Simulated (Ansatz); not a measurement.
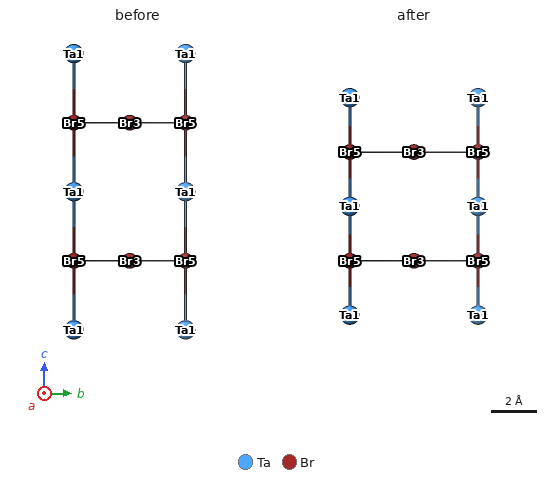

The structure of solid TaBr₄ (a generated structure, set up in P6/mmm) (coarse preliminary run) before (left) and after (right) a relaxation, at one scale.

A ball-and-stick model of the cell of the calculation, seen along the a axis.

These are results of DFT PBE, scalar-relativistic, plane waves, PAW (Ansatz 0.2.0), not measurements. Settings: plane-wave cutoff 420 eV; k-point mesh 3 × 3 × 4; occupations gaussian; smearing width 0.1 eV; collinear spin; cell and atoms relaxed; force threshold 0.04 eV/Å; at most 70 steps.

Q: What changed between the two?

A: The atoms keep their places relative to the cell (all moves are under 0.005 Å). The volume changes by +3.6 %, with a = b 5.766 → 6.616 Å (+14.7 %), c 6.172 → 4.859 Å (−21.3 %). Near-neighbour distances that change, for instance: Br–Ta 3.086 → 2.430 Å, Br–Br 2.883 → 3.308 Å. The space group stays P6/mmm (No. 191). The energy falls by 696 meV per atom in 6 accepted moves (8 points after the start). All forces vanish by symmetry, so only the cell relaxes. Pressure: 4.59 GPa at the start and 0.08 GPa at the end. The line search rejected the trial step at point 6 of the run. The SCF was repeated once at an unchanged geometry on a basis and grid sized afresh for the cell, which shifted the energy by 2.2 meV per atom at most.
